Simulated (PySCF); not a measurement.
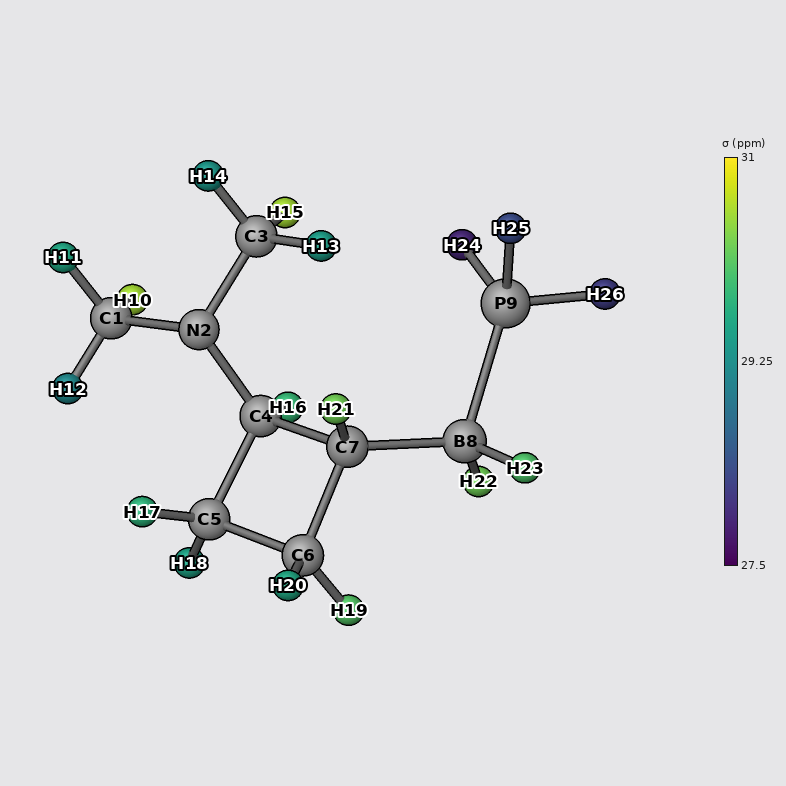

Atoms are coloured by their isotropic NMR shieldings (H only, the others grey). The geometry was computed by an optimisation with GFN2-xTB. No frequency run is at hand to confirm it as a minimum. Level of theory: GIAO PBE0/pcSseg-1 NMR shielding, non-relativistic, gas phase (PySCF 2.14.0).

List the isotropic NMR shieldings of the H atoms.

```tsv
atom	σ (ppm)
H10	30.53
H11	29.59
H12	29.16
H13	29.47
H14	29.36
H15	30.53
H16	29.85
H17	29.77
H18	29.54
H19	30.08
H20	29.62
H21	30.25
H22	30.24
H23	30.04
H24	27.89
H25	28.33
H26	28.14
```

The geometry is semi-empirical. Around B, P such bond lengths and angles can be off by a tenth of an ångström or more and by several degrees, and values that hang on the shape move with them.
